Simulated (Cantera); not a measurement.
Input: 1 mol SiH₄, a varied amount of N₂, at 1025 K and 26.0 Pa.

Equilibrium computed with Cantera from the NASA thermochemical tables; the gas is ideal and each condensed phase is pure. Candidate condensed phases: Si, Si₃N₄; 18 gas species. N₂ is the only nitrogen source here; it is nearly inert below about 1500 K, so the nitride shown seldom forms there in practice. Mutual solubility and eutectic melting of coexisting phases are not modelled. Kinetics and transport are ignored.

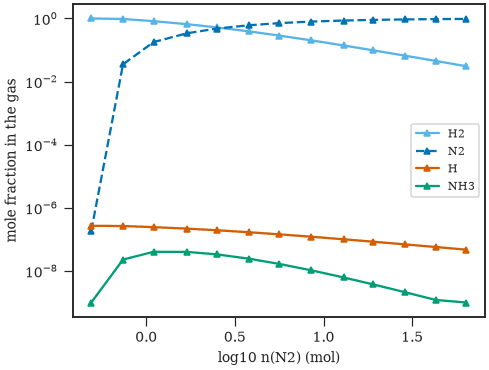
Figure: Equilibrium gas composition (values under 1e-9 drawn at 1e-9)

At 0.49 mol N₂ the condensed part is Si(s) + Si₃N₄(s). From 0.74 mol N₂ to 64 mol N₂ the condensed part is Si₃N₄(s).
